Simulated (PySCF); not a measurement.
# Cl$_{6}$In$_{2}$ ((Cl2In-mu-Cl)2): what the fields show

```xyz
8

In    1.7526    0.2441    0.3370
Cl    2.7398   -1.5901    1.3447
Cl    2.8430    2.2308   -0.1361
Cl   -0.4230    0.7222    1.5308
In   -1.7592   -0.2539   -0.3798
Cl   -2.5377   -2.3326    0.2717
Cl   -2.8815    1.4844   -1.4158
Cl    0.4043   -0.5905   -1.6362
```

Geometry: PBE0-D3(BJ)/def2-SVP; core potentials replace the inner electrons of In.

Computed with PBE0/def2-SVPD, SCF density, gas phase, scalar-relativistic core potentials on the heavy atoms (PySCF 2.14.0).

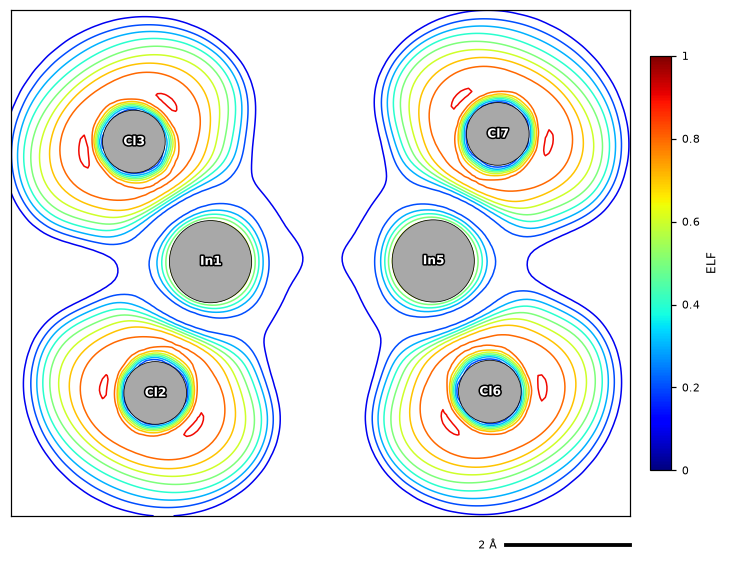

Figure 1. Electron localisation function on the plane of atoms Cl6, In5 and Cl7. Grey discs cover the atomic cores.

**Interpret the plot.**

Atoms in the plane: In and Cl. In–Cl (2.31 Å): the ELF peaks at about 0.80 in the valence shell of Cl, 0.8 Å from its nucleus, and drops to about 0.15 between the two atoms. The ELF also peaks beside Cl2, Cl6, Cl3 and Cl7, away from the bonds: lone-pair regions.

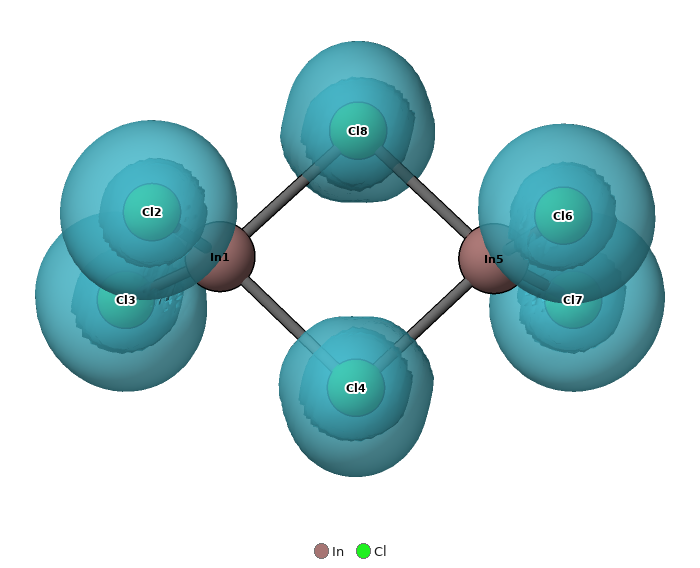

Figure 2. Isosurface of the electron localisation function at 0.8 (cyan), seen from one side. Only the valence region is drawn (cores and ρ < 0.01 e/Å³ removed).

**Describe the localisation domains.**

The ELF exceeds this value in six regions wrapped around Cl (the valence shell of each).


 In–Cl (2.52 Å): the ELF peaks at about 0.85 in the valence shell of Cl, 0.8 Å from its nucleus, and drops to about 0.10 between the two atoms.

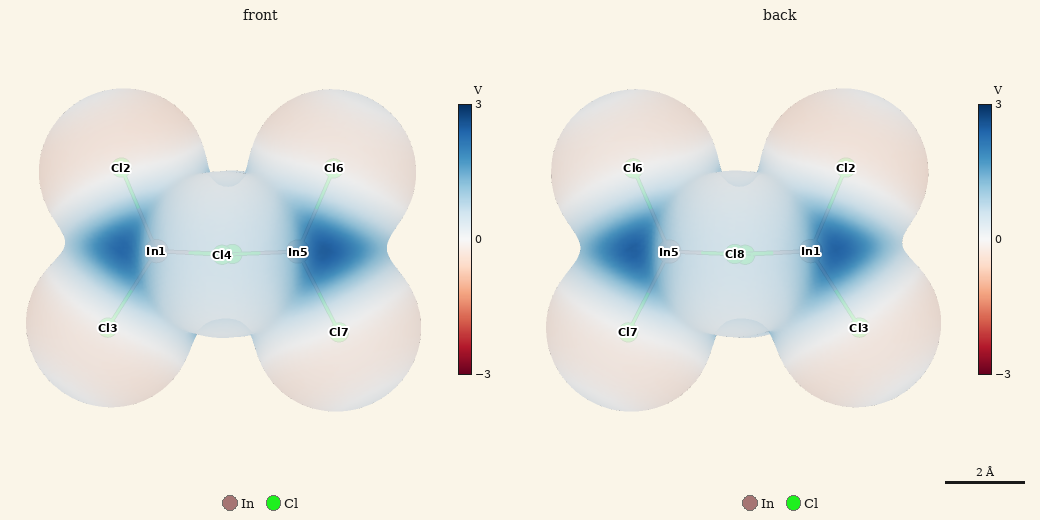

Figure 3. The electrostatic potential painted on the density surface at 0.001 e/bohr³, seen from the front and from behind; the colour scale runs from red (negative) to blue (positive).

**Describe the electrostatic potential map.**

The most negative region (about −0.3 V) lies over Cl2 and Cl3, the most positive (about +2.4 V) over In1 and In5.
